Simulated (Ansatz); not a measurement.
CH$_{6}$OZn: geometry relaxation (part 1 of 2)

System: CH$_{6}$OZn.
Method: RKS PBE0-D4/def2-TZVP (Ansatz 0.2.0).

The geometry is a transition state displaced along its imaginary mode. The reaction was set up to form Zn1–O5 and H2–H4 and to break Zn1–H2 and H4–O5 (atoms counted from 1 in the order of the input); sticks are drawn by distance alone. Figures and captions count atoms from 1; the log counts them from 0 in places.

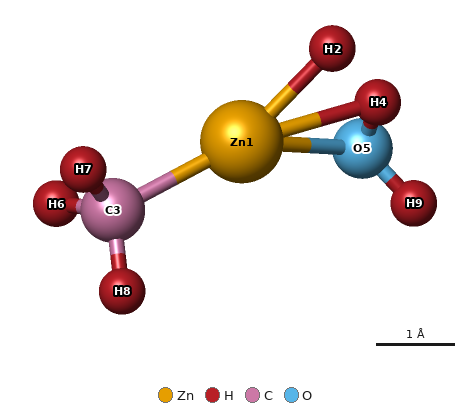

Figure 1. The structure as given in the input (ball-and-stick view, seen at a tilt; atoms are numbered from 1 in the order of the input). Sticks mark near contacts.

## The input
```yaml
crystal:
  periodic: [false, false, false]
  atoms:
    - {symbol: Zn, position_ang: [-0.082111, -0.028149, -0.369592]}
    - {symbol: H, position_ang: [0.122198, -0.707778, -1.915333]}
    - {symbol: C, position_ang: [-0.399485, 1.526366, 0.759180]}
    - {symbol: H, position_ang: [0.421860, -1.737756, -1.145455]}
    - {symbol: O, position_ang: [0.275373, -2.084660, -0.265049]}
    - {symbol: H, position_ang: [-1.321893, 1.408276, 1.324175]}
    - {symbol: H, position_ang: [-0.513136, 2.375225, 0.085408]}
    - {symbol: H, position_ang: [0.406379, 1.734855, 1.448395]}
    - {symbol: H, position_ang: [1.091016, -2.486378, 0.078371]}
basis:
  gaussian: {orbitals: def2-TZVP}
hamiltonian: {xc: pbe0, dispersion: d4}
relax: {f_tol: 0.005, max_steps: 200}
```

Hardware: 4 threads of Arm Neoverse V1, 23 GiB of memory available, shared host.

Launched with:
```bash
ansatz run in.yaml --threads 4 --pin off --events-out ev --progress --plain --max-ram 9574MiB
```

## Output
```
Functional definition: PBE0
  name "PBE0"
  cite "Adamo & Barone, J. Chem. Phys. 110, 6158 (1999) doi:10.1063/1.478522"
  cite "Perdew, Burke & Ernzerhof, Phys. Rev. Lett. 77, 3865 (1996) doi:10.1103/PhysRevLett.77.3865"
  parent pbe
  parameter a = 0.25
  parameter kappa = 0.804
  parameter beta = 0.06672455060314922
  exchange = (1 - a)*pbe_x(kappa = kappa, mu = beta*pi^2/3) + a*exact_x
  correlation = pbe_c(beta = beta)
1136 factors; their error is unknown
mean field evaluation 1: about -51580.7489 eV, gradient 7.9e1 eV
mean field evaluation 2: about -51567.7159 eV, gradient 1.2e2 eV
mean field evaluation 4: about -51591.5746 eV, gradient 7.0e0 eV
mean field evaluation 8: about -51591.7230 eV, gradient 3.6e-1 eV
mean field -51591.72311799 eV, -1895.9608544604 hartree, gradient 6.5e-5 eV, S^2 0.000000; 0 other end points of the search recorded, 0 dependent functions left out
the calculation of the forces begins
reference -51591.72315106 eV, -1895.9608556756 hartree; 25, 25 occupied and 121, 121 virtual orbitals, 1136 factors
relax step   1: F+E_penalty+E_count = -51591.81603167 eV  Δ(F+E_penalty+E_count) = +0.000e0 eV  max|allowed force component| = 2.727e0 eV/Å  Δτ_max = 0.0000 Å  (25 SCF iters, accepted)
these checks for a lower state are left out or cut short: starts, cluster_reference, orbital_swaps, neighbouring_geometries, increment
1136 factors; their error is unknown
mean field evaluation 16: about -51591.8306 eV, gradient 7.4e0 eV
mean field -51592.03032934 eV, -1895.9721442690 hartree, gradient 1.1e-5 eV, S^2 0.000000; 0 other end points of the search recorded, 0 dependent functions left out
[... from here on the field's lines of each further geometry are left out, up to the last ...]
relax step   2: F+E_penalty+E_count = -51592.12275768 eV  Δ(F+E_penalty+E_count) = -3.067e-1 eV  max|allowed force component| = 7.443e-1 eV/Å  Δτ_max = 0.1940 Å  (31 SCF iters, accepted)
relax step   3: F+E_penalty+E_count = -51592.23647901 eV  Δ(F+E_penalty+E_count) = -1.137e-1 eV  max|allowed force component| = 1.726e0 eV/Å  Δτ_max = 0.1547 Å  (30 SCF iters, accepted)
relax step   4: F+E_penalty+E_count = -51592.32530710 eV  Δ(F+E_penalty+E_count) = -8.883e-2 eV  max|allowed force component| = 2.147e0 eV/Å  Δτ_max = 0.1876 Å  (29 SCF iters, accepted)
relax step   5: F+E_penalty+E_count = -51592.43933216 eV  Δ(F+E_penalty+E_count) = -1.140e-1 eV  max|allowed force component| = 4.537e-1 eV/Å  Δτ_max = 0.2000 Å  (29 SCF iters, accepted)
relax step   6: F+E_penalty+E_count = -51592.45973859 eV  Δ(F+E_penalty+E_count) = -2.041e-2 eV  max|allowed force component| = 3.555e-1 eV/Å  Δτ_max = 0.2000 Å  (30 SCF iters, accepted)
relax step   7: F+E_penalty+E_count = -51592.47138079 eV  Δ(F+E_penalty+E_count) = -1.164e-2 eV  max|allowed force component| = 1.585e-1 eV/Å  Δτ_max = 0.0601 Å  (30 SCF iters, accepted)
relax step   8: F+E_penalty+E_count = -51592.48033961 eV  Δ(F+E_penalty+E_count) = -8.959e-3 eV  max|allowed force component| = 2.202e-1 eV/Å  Δτ_max = 0.1372 Å  (29 SCF iters, accepted)
relax step   9: F+E_penalty+E_count = -51592.47944996 eV  Δ(F+E_penalty+E_count) = +8.897e-4 eV  max|allowed force component| = 4.928e-1 eV/Å  Δτ_max = 0.1301 Å  (29 SCF iters, rejected (line search))
relax step  10: F+E_penalty+E_count = -51592.48448464 eV  Δ(F+E_penalty+E_count) = -4.145e-3 eV  max|allowed force component| = 4.850e-2 eV/Å  Δτ_max = 0.0651 Å  (30 SCF iters, accepted)
relax step  11: F+E_penalty+E_count = -51592.48732918 eV  Δ(F+E_penalty+E_count) = -2.845e-3 eV  max|allowed force component| = 4.598e-2 eV/Å  Δτ_max = 0.1000 Å  (29 SCF iters, accepted)
relax step  12: F+E_penalty+E_count = -51592.48829876 eV  Δ(F+E_penalty+E_count) = -9.696e-4 eV  max|allowed force component| = 1.215e-2 eV/Å  Δτ_max = 0.0629 Å  (29 SCF iters, accepted)
relax step  13: F+E_penalty+E_count = -51592.48804333 eV  Δ(F+E_penalty+E_count) = +2.554e-4 eV  max|allowed force component| = 1.485e-1 eV/Å  Δτ_max = 0.0813 Å  (30 SCF iters, rejected (line search))
relax step  14: F+E_penalty+E_count = -51592.48861072 eV  Δ(F+E_penalty+E_count) = -3.120e-4 eV  max|allowed force component| = 1.207e-2 eV/Å  Δτ_max = 0.0397 Å  (30 SCF iters, accepted)
relax step  15: F+E_penalty+E_count = -51592.48842235 eV  Δ(F+E_penalty+E_count) = +1.884e-4 eV  max|allowed force component| = 6.818e-2 eV/Å  Δτ_max = 0.0480 Å  (30 SCF iters, rejected (line search))
relax step  16: F+E_penalty+E_count = -51592.48871273 eV  Δ(F+E_penalty+E_count) = -1.020e-4 eV  max|allowed force component| = 1.398e-2 eV/Å  Δτ_max = 0.0234 Å  (30 SCF iters, accepted)
relax step  17: F+E_penalty+E_count = -51592.48874308 eV  Δ(F+E_penalty+E_count) = -3.034e-5 eV  max|allowed force component| = 1.372e-2 eV/Å  Δτ_max = 0.0202 Å  (30 SCF iters, accepted)
relax step  18: F+E_penalty+E_count = -51592.48875518 eV  Δ(F+E_penalty+E_count) = -1.211e-5 eV  max|allowed force component| = 4.049e-3 eV/Å  Δτ_max = 0.0031 Å  (32 SCF iters, accepted)
relax step  19: F+E_penalty+E_count = -51592.48876584 eV  Δ(F+E_penalty+E_count) = -1.066e-5 eV  max|allowed force component| = 3.700e-3 eV/Å  Δτ_max = 0.0074 Å  (31 SCF iters, accepted)
relax step  20: F+E_penalty+E_count = -51592.48877427 eV  Δ(F+E_penalty+E_count) = -8.436e-6 eV  max|allowed force component| = 8.223e-3 eV/Å  Δτ_max = 0.0109 Å  (31 SCF iters, accepted)
the calculation of the forces begins
reference -51592.39215257 eV, -1895.9854410277 hartree; 25, 25 occupied and 121, 121 virtual orbitals, 1136 factors
relax step  21: F+E_penalty+E_count = -51592.48877873 eV  Δ(F+E_penalty+E_count) = -4.453e-6 eV  max|allowed force component| = 3.586e-3 eV/Å  Δτ_max = 0.0072 Å  (31 SCF iters, accepted)
1136 factors; their error is unknown
mean field evaluation 160: about -51592.3921 eV, gradient 4.2e-3 eV
```

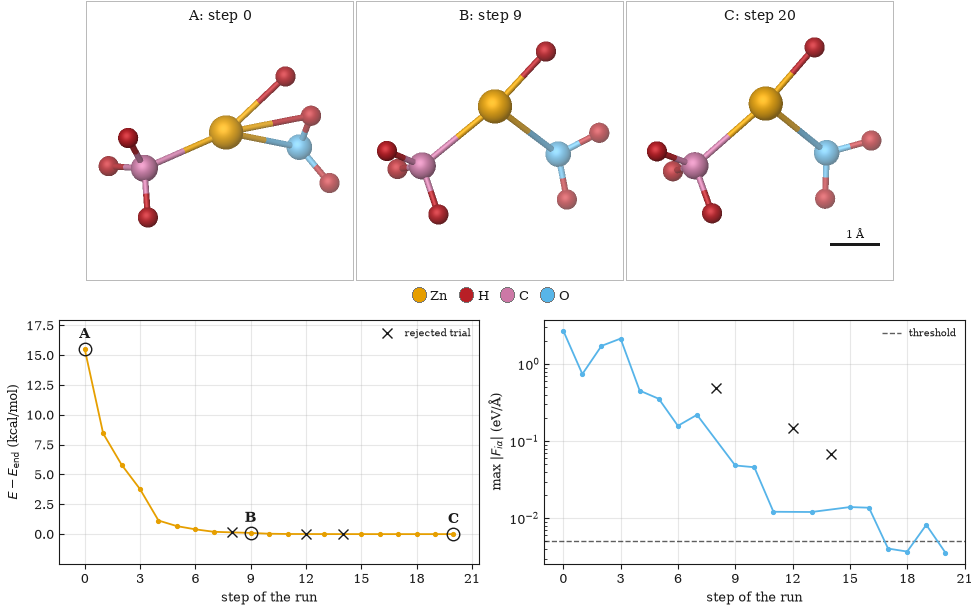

Figure 2. Frames of the relaxation (ball-and-stick view, seen at a tilt) above the curves, on which the letters mark them (the first geometry is step 0 here and step 1 in the log).

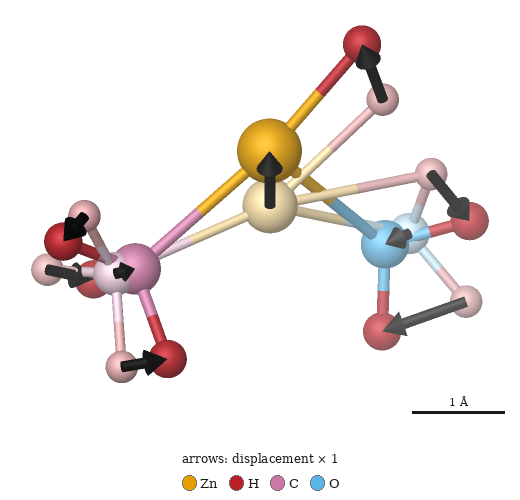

Figure 3. Start (faint) and end (solid) with the displacements as black arrows, at true length (ball-and-stick view, seen at a tilt). The two geometries are laid on each other by the best rigid fit. H9 moves most after the best rigid fit: 0.98 Å. Largest moves by element: H 0.98 Å, Zn 0.75 Å, O 0.33 Å, C 0.24 Å. Among the contacts that change: Zn1–H4 1.944 → 2.871 Å, Zn1–O5 2.090 → 2.352 Å, Zn1–H2 1.701 → 1.559 Å, C3–H8 1.081 → 1.095 Å. Among the angles that change: Zn1–O5–H4 67.9° → 113.2°, C3–Zn1–O5 141.7° → 98.1°, H2–Zn1–O5 68.4° → 94.1°. Over 20 geometry steps the energy falls by 15.5 kcal/mol. The largest force component goes from 2.7 to 0.0036 eV/Å. The line search rejected the trial steps at points 8, 12, 14 (counted from 0) and went back. (Atoms are counted from 1 in the order of the input.)

```
mean field -51592.39211931 eV, -1895.9854398052 hartree, gradient 1.3e-5 eV, S^2 0.000000; 1 other end points of the search recorded, 0 dependent functions left out
the calculation of the forces begins
reference -51592.39215257 eV, -1895.9854410277 hartree; 25, 25 occupied and 121, 121 virtual orbitals, 1136 factors
Total energy: -51592.48881199 eV, -1895.9889931958 hartree
Atom 0 at    -0.162129     0.342994    -1.024990 Å, force     0.000031    -0.001008     0.001114 eV/Å
Atom 1 at    -0.065104    -0.134271    -2.505947 Å, force     0.000164    -0.000320    -0.001765 eV/Å
Atom 2 at    -0.323744     1.319962     0.663477 Å, force     0.000258     0.002665     0.001149 eV/Å
Atom 3 at     0.684353    -2.386238    -0.748806 Å, force     0.000328    -0.001109    -0.003077 eV/Å
Atom 4 at     0.243526    -1.795463    -0.132497 Å, force    -0.000722     0.001193    -0.000415 eV/Å
Atom 5 at    -1.092341     0.868539     1.298449 Å, force     0.000654     0.000191    -0.000302 eV/Å
Atom 6 at    -0.591499     2.368743     0.514453 Å, force     0.000415    -0.001800     0.000733 eV/Å
Atom 7 at     0.617915     1.299792     1.221942 Å, force    -0.001466    -0.000235    -0.001023 eV/Å
Atom 8 at     0.689224    -1.884057     0.714018 Å, force     0.000338     0.000422     0.003586 eV/Å
Dipole moment:     0.357095    -0.556352     0.292255 e Å
```

## Trajectory as extended XYZ (Å, eV, eV/Å), 21 frames, from step=1 to step=21
```
9
Properties=species:S:1:pos:R:3:forces:R:3 step=1 energy=-51591.81603
Zn   -0.0821   -0.0281   -0.3696   -0.1633   0.8365  -0.7497
H     0.1222   -0.7078   -1.9153   -0.1588   1.0232  -0.1739
C    -0.3995    1.5264    0.7592   -0.1773  -0.2813  -0.1843
H     0.4219   -1.7378   -1.1455    0.3746  -0.1156  -1.8689
O     0.2754   -2.0847   -0.2650    0.3907  -1.7937   2.7268
H    -1.3219    1.4083    1.3242   -0.1053   0.0313   0.1124
H    -0.5131    2.3752    0.0854   -0.0186   0.1260  -0.0002
H     0.4064    1.7349    1.4484    0.2679   0.0541   0.2426
H     1.0910   -2.4864    0.0784   -0.4099   0.1194  -0.1048
9
Properties=species:S:1:pos:R:3:forces:R:3 step=2 energy=-51592.12276
Zn   -0.0843   -0.0054   -0.4295   -0.0709   0.7443  -0.6735
H     0.1027   -0.5353   -2.0019   -0.0705   0.1582   0.3592
C    -0.4020    1.5168    0.7510   -0.0754  -0.1775   0.0164
H     0.3930   -1.8571   -1.1386    0.1165  -0.5502   0.3180
O     0.2992   -2.1118   -0.1808    0.0838  -0.2766  -0.1096
H    -1.3224    1.4001    1.3251   -0.0263   0.0046   0.0511
H    -0.5171    2.3852    0.0985   -0.0078   0.0648   0.0260
H     0.4116    1.7170    1.4456    0.0905  -0.0114   0.0779
H     1.1194   -2.5095    0.1307   -0.0400   0.0439  -0.0654
9
Properties=species:S:1:pos:R:3:forces:R:3 step=3 energy=-51592.23648
Zn   -0.0904    0.0537   -0.5219   -0.0919   0.6127  -0.3041
H     0.0796   -0.4516   -2.0334   -0.0114  -0.0646  -0.0102
C    -0.4027    1.5132    0.7442   -0.0093  -0.1027   0.0534
H     0.4213   -2.0073   -1.1629   -0.0560  -0.3347   1.7256
O     0.3031   -2.0998   -0.1594    0.1559  -0.0614  -1.4344
H    -1.3084    1.3682    1.3389    0.0220  -0.0127   0.0003
H    -0.5358    2.4202    0.1437    0.0117  -0.0320   0.0869
H     0.4294    1.6809    1.4323   -0.0049  -0.0170  -0.0067
H     1.1043   -2.4775    0.2186   -0.0160   0.0123  -0.1109
9
Properties=species:S:1:pos:R:3:forces:R:3 step=4 energy=-51592.32531
Zn   -0.1126    0.1482   -0.6800   -0.0941   0.4159  -0.0448
H     0.0439   -0.3670   -2.1683    0.0207  -0.1069   0.0411
C    -0.3927    1.4874    0.7335   -0.0708   0.0483  -0.0703
H     0.5064   -2.1278   -1.1218   -0.3519   0.0025   2.1471
O     0.2819   -2.0585   -0.1325    0.8608  -0.3416  -1.6174
H    -1.2604    1.2698    1.3689    0.1102  -0.0100  -0.1115
H    -0.5774    2.4526    0.2308    0.0692  -0.2414   0.2159
H     0.4766    1.6055    1.3902   -0.0598  -0.0048  -0.0826
H     1.0346   -2.4102    0.3793   -0.4841   0.2379  -0.4776
9
Properties=species:S:1:pos:R:3:forces:R:3 step=5 energy=-51592.43933
Zn   -0.1222    0.2871   -0.8020    0.0972  -0.2293  -0.4537
H     0.0517   -0.3768   -2.2118   -0.0258   0.0616  -0.0857
C    -0.3758    1.4555    0.6999   -0.0629   0.0973   0.1417
H     0.4849   -2.1999   -1.0090   -0.1768   0.1334   0.2709
O     0.2660   -1.9408   -0.0999    0.3017  -0.2924  -0.2400
H    -1.2139    1.0881    1.2995    0.0649   0.1088   0.0955
H    -0.5984    2.4686    0.3623   -0.0677   0.0641   0.0601
H     0.5201    1.5000    1.3219   -0.0198  -0.0194   0.1148
H     0.9879   -2.2819    0.4391   -0.1108   0.0759   0.0965
```
